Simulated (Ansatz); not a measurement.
## Molecular dynamics, with input and output: GeSiH6F2 (part 3 of 3)

Continued. System: GeSiH6F2. Method: RKS PBE/def2-SVP (Ansatz 0.2.0). It belongs to a series of runs on one base structure; here: dynamics from the highest image of the converged band.

Geometry of the input (Å):
```
Ge -0.1493  -0.1514  0.0123
H  0.3498  -0.6420  1.6517
F  1.2353  0.9254  0.0354
F  -1.0297  0.8321  -1.2073
H  -0.0444  -1.5727  -0.5520
Si -2.5954  0.1942  1.0472
H  -3.4215  -0.4654  -0.0162
H  -2.9695  -0.3860  2.3910
H  -2.7780  1.6813  1.0762
H  -0.7991  -0.2704  1.5482
```

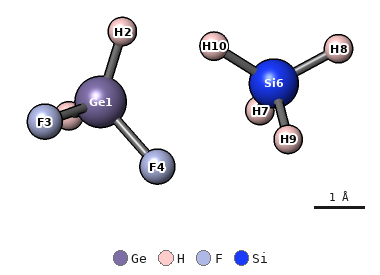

*The geometry at step 116 of the log (ball-and-stick view, seen at a tilt; atoms are numbered from 1 in the order of the input).*

## Trajectory as extended XYZ, continued
```
10
Properties=species:S:1:pos:R:3:forces:R:3 step=21 time_fs=10.5 energy=-69893.57162 temperature=40.7
Ge   -0.1482   -0.1306    0.0070    0.0723  -1.6033   0.5759
H     0.3896   -0.6360    1.6069   -0.1370  -0.0559   0.0140
F     1.2353    0.8856    0.0427    0.8390   0.9081  -0.1375
F    -1.0233    0.8105   -1.1996   -0.3682   0.4444  -0.3462
H    -0.0154   -1.5563   -0.5536   -0.1125   0.0499  -0.1042
Si   -2.6022    0.1830    1.0551   -0.2691   0.0446  -0.5062
H    -3.4775   -0.5151    0.0220    0.2742   0.1715   0.2086
H    -2.9901   -0.3279    2.3981   -0.1107  -0.0437   0.3679
H    -2.7260    1.6857    0.9782   -0.0104  -0.1909   0.0875
H    -0.8564   -0.3338    1.5233   -0.1775   0.2753  -0.1597
10
Properties=species:S:1:pos:R:3:forces:R:3 step=32 time_fs=16.0 energy=-69893.68484 temperature=150.3
Ge   -0.1469   -0.1275    0.0066    1.1681  -1.8097   1.0069
H     0.3599   -0.6546    1.5837    0.0688   0.0847  -0.3149
F     1.2513    0.8820    0.0439    0.6780   0.8971  -0.3307
F    -1.0270    0.8075   -1.2019   -0.4544   0.4274  -0.0719
H    -0.0391   -1.5370   -0.5988   -0.2148  -0.0050  -0.1831
Si   -2.6083    0.1764    1.0580   -0.4582   0.1353   0.5572
H    -3.4599   -0.5224    0.0534    0.0317  -0.1123  -0.1417
H    -3.0125   -0.2775    2.4469   -0.0500   0.0548  -0.0903
H    -2.7047    1.6634    0.9581   -0.0438   0.0736   0.0264
H    -0.9693   -0.2680    1.4980   -0.7253   0.2541  -0.4579
10
Properties=species:S:1:pos:R:3:forces:R:3 step=42 time_fs=21.0 energy=-69894.04013 temperature=492.1
Ge   -0.1416   -0.1310    0.0096    2.8202  -1.7629   0.4986
H     0.3436   -0.6516    1.4890    0.0196   0.1666  -0.3191
F     1.2747    0.8907    0.0404    0.3723   0.7042  -0.6559
F    -1.0364    0.8103   -1.2046   -0.4893   0.2202   0.5645
H    -0.1132   -1.5174   -0.6877   -0.2361   0.0799  -0.3228
Si   -2.6191    0.1721    1.0648   -2.9058   0.9138   0.9221
H    -3.4262   -0.5508    0.0557    0.0720  -0.2216  -0.2365
H    -3.0497   -0.2227    2.4805   -0.0921   0.0473  -0.3585
H    -2.6957    1.6537    0.9462   -0.0820   0.1315  -0.0718
H    -1.2304   -0.1507    1.3731    0.5212  -0.2790  -0.0206
10
Properties=species:S:1:pos:R:3:forces:R:3 step=53 time_fs=26.5 energy=-69894.20310 temperature=649.6
Ge   -0.1258   -0.1412    0.0136    2.5150  -0.9371  -2.4578
H     0.3423   -0.6258    1.3586    0.4646  -0.4842   1.2201
F     1.3056    0.9100    0.0274   -0.1312   0.2869  -0.6502
F    -1.0534    0.8168   -1.1995   -0.2333   0.1990   0.9529
H    -0.2494   -1.4654   -0.8542    0.0835   0.3308   0.2147
Si   -2.6622    0.1768    1.0789   -2.8306   1.0847  -0.3844
H    -3.3657   -0.6268    0.0115    0.1822   0.1521   0.2095
H    -3.1202   -0.1583    2.4480   -0.2179  -0.2299   0.3235
H    -2.7110    1.6691    0.9148   -0.1542  -0.1283  -0.0974
H    -1.2670   -0.1149    1.2488    0.3219  -0.2740   0.6689
10
Properties=species:S:1:pos:R:3:forces:R:3 step=63 time_fs=31.5 energy=-69894.36139 temperature=804.0
Ge   -0.1024   -0.1540    0.0103    2.4887  -0.4376  -1.1743
H     0.4281   -0.6889    1.4490    0.0784  -0.0687  -0.4467
F     1.3320    0.9314    0.0071   -0.6461  -0.1770  -0.4840
F    -1.0722    0.8255   -1.1826   -0.0612   0.2950   1.1150
H    -0.3549   -1.3532   -0.9641    0.3488  -0.1868   0.3828
Si   -2.7282    0.1909    1.0895    0.1079   0.2426   0.2825
H    -3.2739   -0.6721    0.0067   -0.1515  -0.0081  -0.0036
H    -3.2325   -0.1459    2.4677   -0.0735  -0.0962  -0.1011
H    -2.7623    1.6625    0.8626   -0.1593   0.0493  -0.0770
H    -1.1666   -0.1605    1.3071   -1.9321   0.3875   0.5062
10
Properties=species:S:1:pos:R:3:forces:R:3 step=74 time_fs=37.0 energy=-69894.56593 temperature=1002.2
Ge   -0.0673   -0.1696    0.0023    1.9984   0.2500   0.1233
H     0.5288   -0.7728    1.4529   -0.7547   0.4543  -0.9670
F     1.3519    0.9524   -0.0225   -0.8427  -0.5204  -0.4401
F    -1.0937    0.8390   -1.1471    0.0996   0.1217   1.4640
H    -0.3813   -1.2889   -0.9995    0.3816  -0.6565  -0.0161
Si   -2.8035    0.2093    1.1037   -1.7430   0.2919   0.1577
H    -3.2082   -0.7193    0.0066   -0.1982   0.0387   0.0382
H    -3.3852   -0.1552    2.4628   -0.2700   0.1271  -0.3697
H    -2.8627    1.6642    0.7860   -0.1590   0.0165   0.0198
H    -1.4588   -0.1287    1.4911    1.4880  -0.1233  -0.0099
10
Properties=species:S:1:pos:R:3:forces:R:3 step=84 time_fs=42.0 energy=-69894.86907 temperature=1294.6
Ge   -0.0286   -0.1830   -0.0057    0.5754   0.7518  -2.7311
H     0.4682   -0.7632    1.2701   -0.0209  -0.2999   1.4160
F     1.3592    0.9650   -0.0553   -0.6901  -0.5468  -0.3782
F    -1.1120    0.8527   -1.0957    0.3246  -0.2751   1.6508
H    -0.3079   -1.3658   -1.0170    0.4372   0.0992   0.2249
Si   -2.8836    0.2280    1.1181   -0.2016  -0.1315  -0.0770
H    -3.1953   -0.7521    0.0160   -0.0716   0.1729   0.1529
H    -3.5895   -0.1388    2.3806   -0.4293   0.0774   0.0607
H    -2.9918    1.6687    0.7206   -0.0664  -0.1175   0.1131
H    -1.4990   -0.1000    1.6505    0.1427   0.2695  -0.4322
10
Properties=species:S:1:pos:R:3:forces:R:3 step=95 time_fs=47.5 energy=-69895.24260 temperature=1655.9
Ge    0.0166   -0.1952   -0.0235    0.4938   0.3576  -1.3730
H     0.3665   -0.8004    1.3732   -0.2895   0.3551   0.1174
F     1.3574    0.9708   -0.0967   -0.3304  -0.5268  -0.1975
F    -1.1273    0.8636   -1.0152    0.4961  -0.7351   1.5155
H    -0.1125   -1.4340   -0.9866    0.2811   0.3040   0.0037
Si   -2.9749    0.2477    1.1344    0.4794  -0.2902   0.8041
H    -3.2031   -0.7527    0.0549   -0.0283  -0.0825  -0.1560
H    -3.9095   -0.0953    2.2862    0.2060   0.1268  -0.1868
H    -3.1525    1.6523    0.6754   -0.0048   0.0932   0.0336
H    -1.4960   -0.0048    1.7166   -1.3033   0.3979  -0.5610
10
Properties=species:S:1:pos:R:3:forces:R:3 step=105 time_fs=52.5 energy=-69895.45635 temperature=1863.2
Ge    0.0592   -0.2047   -0.0451    0.1445   0.2686   0.6101
H     0.2205   -0.7718    1.5413   -0.4379   0.8403  -1.4712
F     1.3514    0.9694   -0.1371    0.2617  -0.2194  -0.0386
F    -1.1348    0.8640   -0.9221    0.5044  -0.9892   1.1540
H     0.1374   -1.4327   -0.9604    0.1210  -0.0717  -0.3694
Si   -3.0561    0.2635    1.1544   -2.4304   0.2751  -0.7135
H    -3.2165   -0.7626    0.0646    0.0422   0.0308   0.0022
H    -4.1617   -0.0290    2.1669    0.4788  -0.0131  -0.0120
H    -3.3009    1.6510    0.6441    0.0093  -0.0201  -0.0328
H    -1.7359    0.1693    1.6661    1.3065  -0.1014   0.8712
10
Properties=species:S:1:pos:R:3:forces:R:3 step=116 time_fs=58.0 energy=-69895.88862 temperature=2280.0
Ge    0.1064   -0.2142   -0.0677   -0.2814   0.0843  -1.3606
H    -0.0471   -0.5425    1.3949   -0.1584  -0.1061   0.5059
F     1.3493    0.9653   -0.1821    1.0675   0.4401   0.0539
F    -1.1360    0.8503   -0.8032    0.2042  -0.9283   0.4906
H     0.4392   -1.4251   -1.0088   -0.2326   0.3511   0.0933
Si   -3.1639    0.2832    1.1706   -0.0895   0.6050  -0.6894
H    -3.2177   -0.7657    0.0786    0.1438   0.0715   0.1916
H    -4.3310    0.0348    2.0495   -0.0252  -0.2778   0.5958
H    -3.4594    1.6447    0.6006    0.0859  -0.0801  -0.0823
H    -1.7768    0.3506    1.7949   -0.7141  -0.1597   0.2013
10
Properties=species:S:1:pos:R:3:forces:R:3 step=126 time_fs=63.0 energy=-69895.83781 temperature=2231.3
Ge    0.1486   -0.2225   -0.0920   -0.4438  -0.1016  -0.5209
H    -0.3403   -0.3374    1.3359    0.2619  -0.5232   0.4725
F     1.3609    0.9669   -0.2224    1.4804   0.8540   0.1473
F    -1.1347    0.8259   -0.6887   -0.3739  -0.4100  -0.4608
H     0.6603   -1.3504   -1.0426   -0.4528   0.0708   0.1703
Si   -3.2666    0.3063    1.1794    0.4175   0.6758   0.5839
H    -3.1861   -0.7571    0.1313    0.1103  -0.1809   0.0528
H    -4.4652    0.0332    2.0632    0.2915  -0.1630   0.1180
H    -3.5847    1.6229    0.5412    0.0741   0.0486  -0.0956
H    -1.8999    0.4729    1.9872   -1.3654  -0.2704  -0.4674
10
Properties=species:S:1:pos:R:3:forces:R:3 step=137 time_fs=68.5 energy=-69895.50492 temperature=1910.6
Ge    0.1929   -0.2317   -0.1200   -1.2083   0.4174   2.2280
H    -0.5578   -0.2606    1.3695    1.4359  -0.7410  -0.9990
F     1.3945    0.9806   -0.2644    1.1888   0.7256   0.2414
F    -1.1387    0.7934   -0.5696   -0.8366   0.2174  -1.2542
H     0.7905   -1.2683   -1.0527   -0.3133  -0.6160  -0.2820
Si   -3.3782    0.3375    1.1924   -1.6083  -0.1396  -0.6594
H    -3.1246   -0.7842    0.2139   -0.0443   0.0385   0.2298
H    -4.5456   -0.0119    2.1087    0.0665  -0.0241  -0.3286
H    -3.7035    1.6054    0.4532    0.0162  -0.0627   0.0241
H    -2.3152    0.5485    2.1226    1.3035   0.1844   0.7999
10
Properties=species:S:1:pos:R:3:forces:R:3 step=147 time_fs=73.5 energy=-69895.61676 temperature=2017.7
Ge    0.2297   -0.2389   -0.1391    0.3284   0.3625   0.0140
H    -0.4363   -0.3713    1.2131    0.7100  -0.8222   0.9495
F     1.4406    1.0023   -0.2995    0.4531   0.0702   0.2779
F    -1.1529    0.7661   -0.4772   -0.7773   0.4057  -1.3974
H     0.8180   -1.3127   -1.1081   -0.5521   0.0514   0.1143
Si   -3.4894    0.3657    1.2016    0.4981  -0.1339   0.7164
H    -3.0761   -0.8048    0.3391   -0.0775   0.1410   0.1622
H    -4.6095   -0.0641    2.0826   -0.6107  -0.0680  -0.1717
H    -3.8063    1.5782    0.3771   -0.0070  -0.0424   0.0811
H    -2.4992    0.6415    2.3513    0.0350   0.0358  -0.7462
10
Properties=species:S:1:pos:R:3:forces:R:3 step=158 time_fs=79.0 energy=-69895.96683 temperature=2355.7
Ge    0.2709   -0.2450   -0.1597    0.1414   0.7810   0.3457
H    -0.1007   -0.7102    1.2675    0.5071  -0.0361   0.1180
F     1.4976    1.0268   -0.3341   -0.3557  -0.6750   0.2861
F    -1.1785    0.7408   -0.3947    0.1702  -0.2319  -0.6476
H     0.7084   -1.3572   -1.1553   -0.3454   0.2562  -0.1502
Si   -3.6091    0.3951    1.2185    0.4114  -0.3498   1.6088
H    -3.0409   -0.7964    0.5137   -0.0265   0.0000  -0.1321
H    -4.8133   -0.1284    1.9928   -0.0402   0.2475  -0.3858
H    -3.9217    1.5396    0.3116   -0.0161   0.0380   0.0079
H    -2.6636    0.7570    2.4337   -0.4462  -0.0301  -1.0509
10
Properties=species:S:1:pos:R:3:forces:R:3 step=168 time_fs=84.0 energy=-69895.81880 temperature=2214.0
Ge    0.3092   -0.2481   -0.1774   -0.0036   0.4372   1.9957
H     0.3057   -1.0267    1.3752    0.0579   1.2300  -1.7027
F     1.5453    1.0407   -0.3618   -0.7866  -1.0442   0.2122
F    -1.2001    0.7153   -0.3289    0.9682  -0.6643  -0.0907
H     0.5194   -1.3402   -1.2344   -0.1125   0.1403  -0.4678
Si   -3.7153    0.4182    1.2453   -1.2345  -1.0954  -0.9886
H    -3.0207   -0.7811    0.6477   -0.1680   0.1247  -0.1177
H    -5.0209   -0.1336    1.8280    0.2913   0.2913  -0.1109
H    -4.0284    1.5082    0.2570    0.0739  -0.1102   0.0162
H    -2.8828    0.8725    2.3025    0.9139   0.6906   1.2541
10
Properties=species:S:1:pos:R:3:forces:R:3 step=179 time_fs=89.5 energy=-69895.96439 temperature=2353.3
Ge    0.3514   -0.2498   -0.1907   -0.0150   0.5674  -0.6931
H     0.7623   -1.0715    1.0936   -0.4377   0.6027  -0.0675
F     1.5865    1.0412   -0.3892   -0.9055  -0.9789   0.0798
F    -1.2100    0.6778   -0.2578    1.3889  -0.7620   0.3424
H     0.2799   -1.2593   -1.4174    0.0823   0.6511   0.2876
Si   -3.8397    0.4354    1.2695    0.7128   0.4218   0.0212
H    -3.0409   -0.7352    0.7651   -0.1352   0.0229  -0.0159
H    -5.1926   -0.0712    1.6298   -0.1589  -0.0563   0.5135
H    -4.1241    1.4496    0.1976    0.1865  -0.0335  -0.0764
H    -2.9794    1.1298    2.3680   -0.7182  -0.4352  -0.3916
10
Properties=species:S:1:pos:R:3:forces:R:3 step=189 time_fs=94.5 energy=-69895.69397 temperature=2092.9
Ge    0.3893   -0.2489   -0.2050   -0.9743   1.6277  -2.6739
H     1.1079   -0.9894    0.8346    0.0443  -0.7939   1.6643
F     1.6123    1.0290   -0.4131   -0.7031  -0.3908  -0.1184
F    -1.2009    0.6339   -0.1889    1.3511  -0.5890   0.7222
H     0.0834   -1.0467   -1.5323    0.3640   0.2023   0.3748
Si   -3.9495    0.4533    1.2900    0.2803   0.9174   0.0947
H    -3.0920   -0.6898    0.8665   -0.0246  -0.2112   0.0634
H    -5.3625   -0.0163    1.5602    0.2499  -0.0147   0.4738
H    -4.1672    1.3853    0.1282    0.1875  -0.0093  -0.0342
H    -3.1868    1.2910    2.3930   -0.7751  -0.7387  -0.5666
10
Properties=species:S:1:pos:R:3:forces:R:3 step=200 time_fs=100.0 energy=-69895.51350 temperature=1919.0
Ge    0.4285   -0.2428   -0.2288    0.4732   0.1430   0.1143
H     1.4071   -1.0292    0.8736   -1.6294   0.3830  -0.6011
F     1.6308    1.0103   -0.4411   -0.1862   0.3773  -0.1957
F    -1.1718    0.5773   -0.1024    0.9145  -0.2036   0.9857
H    -0.0365   -0.7753   -1.5825    0.4680  -0.6586  -0.3100
Si   -4.0686    0.4795    1.3108   -0.8063  -0.7478  -1.8452
H    -3.1633   -0.6851    1.0001   -0.1664   0.0103   0.2504
H    -5.4886    0.0375    1.6063    0.2475  -0.0720   0.1273
H    -4.1671    1.3083    0.0468    0.0381  -0.0861   0.1310
H    -3.5777    1.3274    2.3367    0.6472   0.8545   1.3433
```

## Results in brief

- outcome: finished
- mean temperature over the second half: 2132 K
- trajectory: 200 steps, 100 fs
- ensemble: nve
- temperature in the input: 100.0 K
- time step: 0.5 fs
- potential energy (last step): −69895.5135 eV
- mean-field energy (last step): −69895.5135 eV
- largest force (length of the vector) (last step): 2.148 eV/Å
- hardware: 4 threads of Arm Neoverse V1, 24 GiB of memory available, shared host
- wall time: 3.5 min (CPU time 13 min)
- peak memory: 0.17 GiB

## Remarks

So short a trajectory is not equilibrated.
